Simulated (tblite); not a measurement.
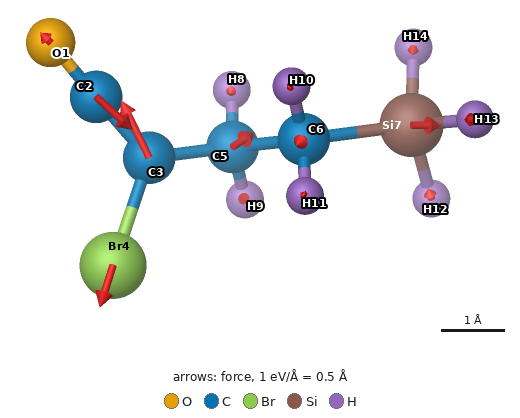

Starting geometry of C4H7BrOSi with the computed forces as red arrows. Style: ball-and-stick. Shown face on.

Computed with GFN2-xTB geometry optimisation, gas phase in tblite 0.8.0. 

Q: What follows when this structure is relaxed?

A: It isn't relaxed: the largest force vector, on C3, is 2.03 eV/Å. The final displacements have little in common with the starting forces (cosine between the two patterns 0.11). Over 66 geometry steps the energy falls by 3.06 kcal/mol. The largest move after the best rigid fit is that of Br4, 0.35 Å. Largest moves by element: Br 0.35 Å, O 0.29 Å, H 0.19 Å, C 0.12 Å, Si 0.07 Å. Near-neighbour distances that change, for instance: C3–Br4 1.844 → 1.926 Å, C6–Si7 1.877 → 1.906 Å, Si7–H12 1.489 → 1.463 Å, C2–C3 1.318 → 1.296 Å. Bond angles that change, for instance: H8–C5–H9 105.4° → 108.2°, C5–C6–Si7 115.0° → 112.7°. The run took 0.47 s on 1 thread of AMD EPYC 7R43 64-Core Processor (shared host).
